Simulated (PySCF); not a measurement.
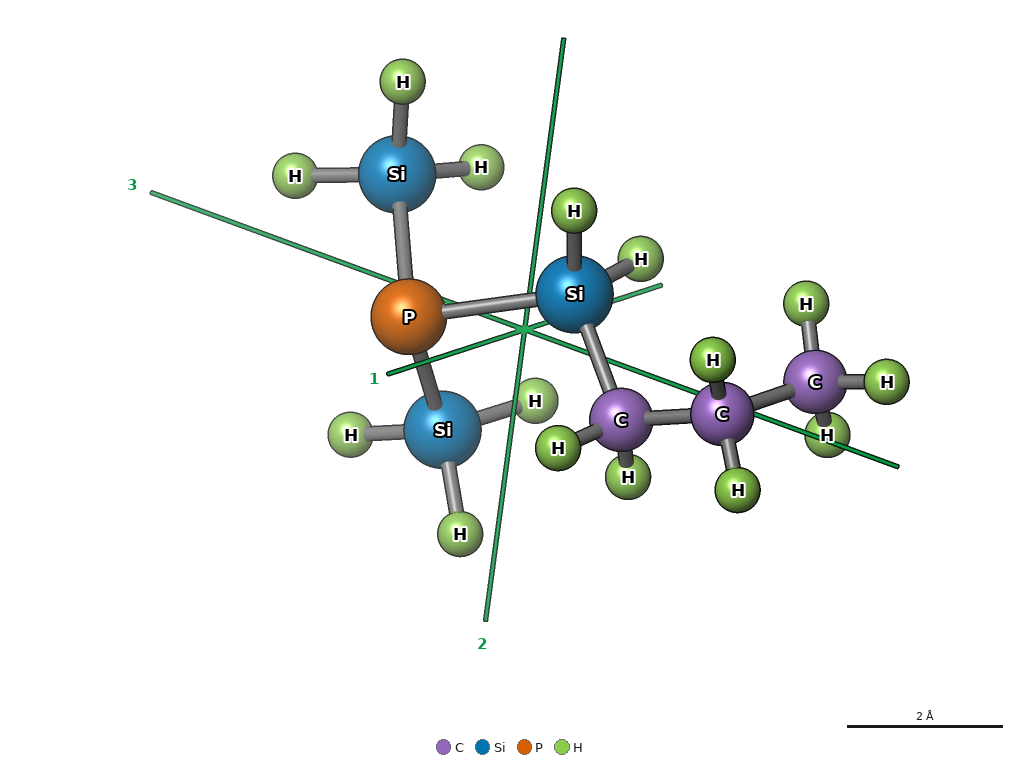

The three principal axes of inertia are drawn and numbered. Depth is shown by fading: the farther an atom, the more it takes the colour of the background. The geometry was computed by an optimisation with PBE0-D3(BJ)/def2-SVP. No frequency run is at hand to confirm it as a minimum. Masses are those of the most abundant isotopes; constants are for the rigid equilibrium geometry.

Q: Which line is the a axis (least moment of inertia), which b and which c?

A: a is line 3, b is line 2, c is line 1; the moments are 272, 886, 1014 u Å².

Q: What kind of rotor is it, and what are its rotational constants in cm⁻¹?

A: An asymmetric top (C1): A = 0.0620, B = 0.0190, C = 0.0166 cm⁻¹. Ray's parameter κ is −0.89, close to the prolate limit.
